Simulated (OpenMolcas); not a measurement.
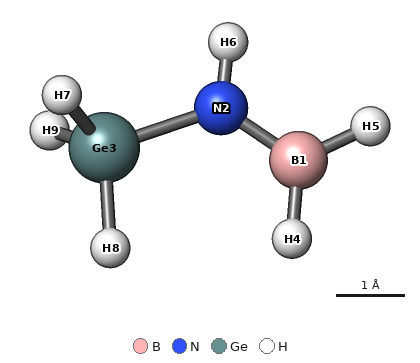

**Figure 1.** The input geometry (ball-and-stick view, seen at a tilt; atoms are numbered from 1 in the order of the input). Sticks mark near contacts.

Run report: GeBNH6, single-point calculation (part 1 of 3)

The run: single-point calculation of GeBNH6. Method and program: CASSCF/ANO-R1, sfX2C (OpenMolcas 26.06).

The geometry comes from this level: PBE0-D4/def2-TZVP.

Log:
```
--- Start Module: gateway ---

                                              &GATEWAY

                       available to each process: 1.9 GB of memory, 1 thread

++    Symmetry information:
      ---------------------

                    Character Table for C1

                             E
                    a        1  x, y, xy, Rz, z, xz, Ry, yz, Rx, I
--

++    Basis set information:
      ----------------------

      Basis set label: B.ANO-R...2S1P.

      Electronic valence basis set:
      ------------------
      Associated Effective Charge   5.000000 au
      Associated Actual Charge      5.000000 au
      Nuclear Model: Finite nucleus - Gaussian distribution
        Gaussian exponent, Xi/bohr**(-2):  7.11787E+08

      Shell  nPrim  nBasis  Cartesian Spherical Contaminant
         s      12       2        X
         p       7       1        X

      Basis set label: N.ANO-R...2S1P.

      Electronic valence basis set:
      ------------------
      Associated Effective Charge   7.000000 au
      Associated Actual Charge      7.000000 au
      Nuclear Model: Finite nucleus - Gaussian distribution
        Gaussian exponent, Xi/bohr**(-2):  6.28656E+08

      Shell  nPrim  nBasis  Cartesian Spherical Contaminant
         s      13       2        X
         p       8       1        X

      Basis set label: GE.ANO-R...4S3P1D.

      Electronic valence basis set:
      ------------------
      Associated Effective Charge  32.000000 au
      Associated Actual Charge     32.000000 au
      Nuclear Model: Finite nucleus - Gaussian distribution
        Gaussian exponent, Xi/bohr**(-2):  2.52356E+08

      Shell  nPrim  nBasis  Cartesian Spherical Contaminant
         s      20       4        X
         p      15       3        X
         d       9       1                 X

      Basis set label: H.ANO-R...1S.

      Electronic valence basis set:
      ------------------
      Associated Effective Charge   1.000000 au
      Associated Actual Charge      1.000000 au
      Nuclear Model: Finite nucleus - Gaussian distribution
        Gaussian exponent, Xi/bohr**(-2):  2.12482E+09

      Shell  nPrim  nBasis  Cartesian Spherical Contaminant
         s       7       1        X
--

++    Molecular structure info:
      -------------------------

                    ************************************************
                    **** Cartesian Coordinates / bohr, angstrom ****
                    ************************************************

     Center  Label                x              y              z                     x              y              z
        1      B1              -1.651621       1.189583      -2.197563             -0.874000       0.629500      -1.162900
        2      N2              -0.044031       1.298431      -0.118486             -0.023300       0.687100      -0.062700
        3      GE3              1.257046      -1.438837       1.637637              0.665200      -0.761400       0.866600
        4      H4              -2.301497      -0.832802      -2.987657             -1.217900      -0.440700      -1.581000
        5      H5              -2.360457       3.112379      -3.164913             -1.249100       1.647000      -1.674800
        6      H6               0.479801       3.020538       0.514950              0.253900       1.598400       0.272500
        7      H7               4.160421      -1.350776       1.521041              2.201600      -0.714800       0.804900
        8      H8               0.217130      -3.808176       0.348843              0.114900      -2.015200       0.184600
        9      H9               0.410637      -1.277455       4.413833              0.217300      -0.676000       2.335700

                    ***************************************
                    *    InterNuclear Distances / bohr    *
                    ***************************************

               1 B1            2 N2            3 GE3           4 H4            5 H5            6 H6
    1 B1       0.000000
    2 N2       2.630352        0.000000
    3 GE3      5.484313        3.502771        0.000000
    4 H4       2.266413        4.227346        5.867184        0.000000
    5 H5       2.266134        4.235205        7.540848        3.949601        0.000000
    6 H6       3.905520        1.908218        4.663750        5.903568        4.649398        0.000000
    7 H7       7.352636        5.232949        2.907050        7.896394        9.186935        5.802376
    8 H8       5.912191        5.134592        2.890706        5.131137        8.178296        6.835783
    9 H9       7.351853        5.232956        2.906840        7.895280        9.186240        5.803345

               7 H7            8 H8            9 H9
    7 H7       0.000000
    8 H8       4.791911        0.000000
    9 H9       4.736507        4.792300        0.000000

                    *******************************************
                    *    InterNuclear Distances / angstrom    *
                    *******************************************

               1 B1            2 N2            3 GE3           4 H4            5 H5            6 H6
    1 B1       0.000000
    2 N2       1.391923        0.000000
    3 GE3      2.902173        1.853587        0.000000
    4 H4       1.199334        2.237015        3.104780        0.000000
    5 H5       1.199186        2.241174        3.990445        2.090039        0.000000
    6 H6       2.066712        1.009785        2.467950        3.124034        2.460355        0.000000
    7 H7       3.890848        2.769158        1.538344        4.178592        4.861516        3.070485
    8 H8       3.128597        2.717109        1.529696        2.715281        4.327768        3.617341
    9 H9       3.890433        2.769161        1.538234        4.178002        4.861149        3.070998

               7 H7            8 H8            9 H9
    7 H7       0.000000
    8 H8       2.535770        0.000000
    9 H9       2.506452        2.535976        0.000000

                    **************************************
                    *    Valence Bond Angles / degree    *
                    **************************************
                          Atom centers                 Phi
                      2 N2       1 B1       4 H4       119.19
                      2 N2       1 B1       5 H5       119.57
                      4 H4       1 B1       5 H5       121.24
                      1 B1       2 N2       6 H6       117.87
                      7 H7       3 GE3      8 H8       111.48
                      7 H7       3 GE3      9 H9       109.11
                      8 H8       3 GE3      9 H9       111.50

           ***************************************************************
           *              Valence Dihedral Angles / degree               *
           ***************************************************************
                    Atom centers                       Phi1     Phi2     Theta
           4 H4       1 B1       2 N2       6 H6        119.19   117.87   179.98
           5 H5       1 B1       2 N2       6 H6        119.57   117.87    -0.01
--

            Nuclear Potential Energy            177.53451212 au

--- Stop Module: gateway /rc=_RC_ALL_IS_WELL_ ---

--- Start Module: seward ---

                                              &SEWARD

                       available to each process: 1.9 GB of memory, 1 thread

               SEWARD will generate:
                  Multipole Moment integrals up to order  2
                  Kinetic Energy integrals
                  Nuclear Attraction integrals (finite nuclei - Gaussian type)
                  One-Electron Hamiltonian integrals
                  Velocity integrals
                  Relativistic X2C integrals
                  Orbital angular momentum around (  0.7119  -0.7261   0.9131 )
                  Velocity quadrupole around (  0.7119  -0.7261   0.9131 )
                  Atomic mean-field integrals
                  Two-Electron Repulsion integrals

                   Integrals are discarded if absolute value <: 1.00E-14
                   Integral cutoff threshold is set to       <: 1.00E-16

            Nuclear Potential Energy            177.53451212 au

      Basis set specifications :
      Symmetry species         a
      Basis functions           34

--- Stop Module: seward /rc=_RC_ALL_IS_WELL_ ---
--- Module seward spent 2 seconds ---

--- Start Module: rasscf ---

                                              &RASSCF

                       available to each process: 1.9 GB of memory, 1 thread

      Header of the ONEINT file:
      --------------------------

      OrdInt status: non-squared

      Cartesian coordinates in angstrom:
      -----------------------------------------------------
      No.  Label        X            Y            Z
      -----------------------------------------------------
       1   B1        -0.87400000   0.62950000  -1.16290000
       2   N2        -0.02330000   0.68710000  -0.06270000
       3   GE3        0.66520000  -0.76140000   0.86660000
       4   H4        -1.21790000  -0.44070000  -1.58100000
       5   H5        -1.24910000   1.64700000  -1.67480000
       6   H6         0.25390000   1.59840000   0.27250000
       7   H7         2.20160000  -0.71480000   0.80490000
       8   H8         0.11490000  -2.01520000   0.18460000
       9   H9         0.21730000  -0.67600000   2.33570000
      -----------------------------------------------------
      Nuclear repulsion energy =  177.53451212

++    Wave function specifications:
      -----------------------------

      Number of closed shell electrons          48
      Number of electrons in active shells       2
      Max number of holes in RAS1 space          0
      Max nr of electrons in RAS3 space          0
      Number of inactive orbitals               24
      Number of active orbitals                  2
      Number of secondary orbitals               8
      Spin quantum number                      0.0
      State symmetry                             1
--

++    Orbital specifications:
      -----------------------

      Symmetry species                           1
                                                 a
      Frozen orbitals                            0
      Inactive orbitals                         24
      Active orbitals                            2
      RAS1 orbitals                              0
      RAS2 orbitals                              2
      RAS3 orbitals                              0
      Secondary orbitals                         8
      Deleted orbitals                           0
      Number of basis functions                 34
--

++    CI expansion specifications:
      ----------------------------

      Number of CSFs                             3
      Number of spin combinations                3
      Number of determinants                     4
      Number of root(s) required                 1
      Root chosen for geometry opt.              1
      CI root used                               1

      highest root included in the CI            1
      max. size of the explicit Hamiltonian      3
--

++    Optimization specifications:
      ----------------------------

      RASSCF algorithm: Conventional
      Maximum number of macro iterations       200
      Maximum number of SX iterations          100
      Threshold for RASSCF energy            1.000E-08
      Threshold for max MO rotation          1.000E-01
      Threshold for max BLB element          1.000E-04
      Level shift parameter                  5.000E-01
      Make Quasi-Newton update
--

      The MO-coefficients are taken from the file:
      step1.LocOrb
      Title:Localised orbitals

      Total molecular charge    0.00

      Molecular orbitals exchanged:
        In symmetry  1 :  20  25
        In symmetry  1 :  26  28

      ************************************************************************************************************************
      *                                            Wave function control section                                             *
      ************************************************************************************************************************

                                         RASSCF iterations: Energy and convergence statistics
                                         ----------------------------------------------------
```
